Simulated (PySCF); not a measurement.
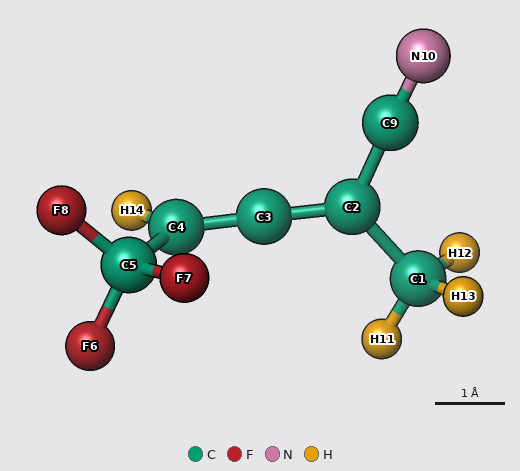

Figure 1. The structure as given in the input (ball-and-stick view, seen at a tilt; atoms are numbered from 1 in the order of the input). Bond lengths as drawn: C–C 1.30 to 1.50 Å, C–F 1.34 to 1.35 Å, C–H 1.08 to 1.09 Å and C–N 1.14 Å.

# NMR shielding calculation of C6H4F3N

The run: NMR shielding calculation of C6H4F3N, SMILES CC(=C=CC(F)(F)F)C#N. Method and program: GIAO PBE0/pcSseg-1 NMR shielding, non-relativistic, gas phase (PySCF 2.14.0).

The geometry comes from this level: GFN2-xTB. Figures and captions count atoms from 1; the log counts them from 0 in places.

### The program's output
```
coarse grid: 13320 points
cycle   1  E = -584.3367834273  dE =  1.729e+00  |g| = 9.589e-01  |ddm| = 3.773e+00
cycle   2  E = -584.0537737769  dE =  2.830e-01  |g| = 1.599e+00  |ddm| = 1.688e+00
cycle   3  E = -584.4921723033  dE = -4.384e-01  |g| = 2.613e-01  |ddm| = 1.174e+00
cycle   4  E = -584.5049439859  dE = -1.277e-02  |g| = 9.879e-02  |ddm| = 2.365e-01
cycle   5  E = -584.5068003668  dE = -1.856e-03  |g| = 3.034e-02  |ddm| = 8.943e-02
cycle   6  E = -584.5070014959  dE = -2.011e-04  |g| = 6.922e-03  |ddm| = 2.704e-02
cycle   7  E = -584.5070136702  dE = -1.217e-05  |g| = 1.672e-03  |ddm| = 7.954e-03
cycle   8  E = -584.5070143118  dE = -6.416e-07  |g| = 3.944e-04  |ddm| = 1.746e-03
final grid: 134544 points
cycle   9  E = -584.5848358097  dE = -4.462e-05  |g| = 7.169e-03  |ddm| = 4.502e-02
cycle  10  E = -584.5848325572  dE =  3.253e-06  |g| = 8.813e-03  |ddm| = 1.228e-02
cycle  11  E = -584.5848470004  dE = -1.444e-05  |g| = 9.023e-04  |ddm| = 6.016e-03
cycle  12  E = -584.5848471350  dE = -1.346e-07  |g| = 2.736e-04  |ddm| = 8.487e-04
cycle  13  E = -584.5848471420  dE = -7.045e-09  |g| = 1.888e-04  |ddm| = 2.771e-04
cycle  14  E = -584.5848471491  dE = -7.041e-09  |g| = 5.343e-05  |ddm| = 1.539e-04
cycle  15  E = -584.5848471497  dE = -6.178e-10  |g| = 1.179e-05  |ddm| = 5.062e-05
```

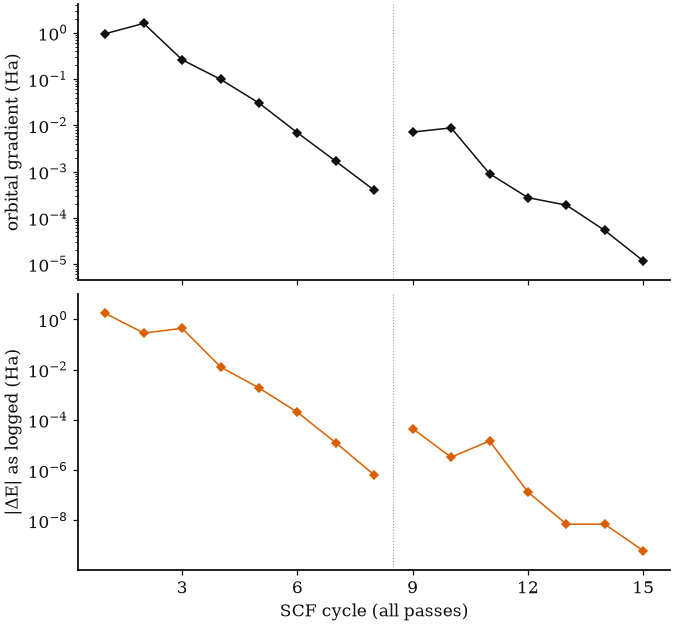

Figure 2. Convergence of the self-consistent field: orbital gradient and size of the energy change against the SCF cycle. The dotted line marks the change from a coarse to the final integration grid. The first 8 cycles use a coarse grid, the final grid takes over at cycle 9, and the field converges after 15 cycles in all.

```
converged SCF energy = -584.5848471497

GIAO shielding tensors (ppm)
atom      isotropic    diamagn.    paramagn.     s11        s22        s33       span
  0 C      166.039     243.609     -77.570    155.938    158.077    184.100     28.162
  1 C       95.651     260.088    -164.437     12.862    114.438    159.654    146.792
  2 C      -41.561     259.365    -300.926    -51.727    -49.546    -23.408     28.319
  3 C       91.538     262.225    -170.687     18.116    114.724    141.776    123.659
  4 C       55.401     242.806    -187.405     50.086     55.748     60.369     10.283
  5 F      237.002     471.517    -234.515    152.347    227.966    330.694    178.347
  6 F      257.166     477.583    -220.417    173.066    257.174    341.258    168.192
  7 F      241.405     469.931    -228.527    159.714    233.109    331.390    171.676
  8 C       69.705     260.022    -190.317    -45.920    -41.448    296.483    342.404
  9 N      -60.995     340.057    -401.052   -209.325   -202.605    228.943    438.268
 10 H       29.746      29.241       0.504     25.514     28.578     35.146      9.632
 11 H       29.547      26.323       3.223     25.445     27.513     35.682     10.237
 12 H       29.434      27.387       2.046     25.629     27.451     35.221      9.593
 13 H       25.855      29.447      -3.592     23.266     26.902     27.398      4.132
```

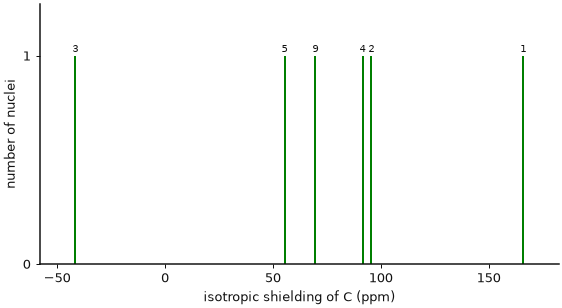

Figure 3. Isotropic shieldings of the carbon nuclei in this fixed geometry, labelled by atom number; shielding grows to the right, so chemical shift grows to the left. The least shielded is C3 (−41.6 ppm), the most shielded C1 (166.0 ppm).

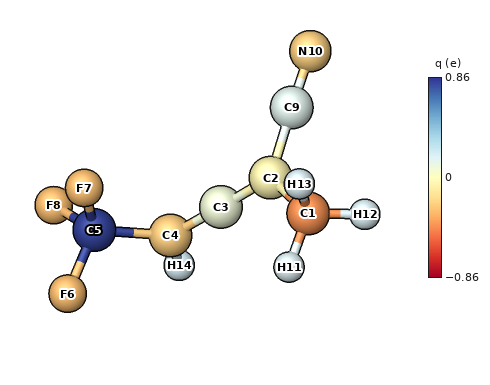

Figure 4. IAO charges, as the colour of each atom (ball-and-stick view, seen at a tilt; atoms are numbered from 1 in the order of the input). By element: C −0.41 to +0.81, F −0.28 to −0.27, N −0.22 and H +0.17 to +0.20 e.

This output came from the following input.

### The input
```
{"job": {"kind": "nmr", "xc": "PBE0", "basis": "pcSseg-1"}, "charge": 0, "multiplicity": 1}
C     -2.005760     0.489594    -0.913969
C     -1.107662    -0.411221    -0.116219
C      0.195330    -0.409264    -0.190663
C      1.490474    -0.382494    -0.239961
C      2.308390     0.513064     0.645596
F      2.960687     1.449181    -0.068520
F      1.576752     1.166217     1.554944
F      3.248662    -0.170904     1.314461
C     -1.745707    -1.327358     0.760559
N     -2.292015    -2.058140     1.451340
H     -1.417441     1.125393    -1.569650
H     -2.695318    -0.108522    -1.508149
H     -2.590951     1.110780    -0.237086
H      2.073882    -0.986798    -0.919783
```

The first line tells a small driver script what to run in PySCF; the rest is the geometry in Å.

Run as:
```bash
OMP_NUM_THREADS=1 python <driver script> task.json out
```

### Results in brief

| quantity | value |
| --- | --- |
| outcome | converged |
| total energy | −584.584847 hartree |
| HOMO | −8.52 eV |
| LUMO | −1.76 eV |
| dipole moment | 3.82 D |
| isotropic shielding, C | −41.6 to 166.0 ppm |
| isotropic shielding, F | 237.0 to 257.2 ppm |
| isotropic shielding, N | −61.0 ppm |
| isotropic shielding, H | 25.9 to 29.7 ppm |
| hardware | 1 CPU thread, shared host |
| wall time | 28 s |
| peak memory | 0.83 GiB |
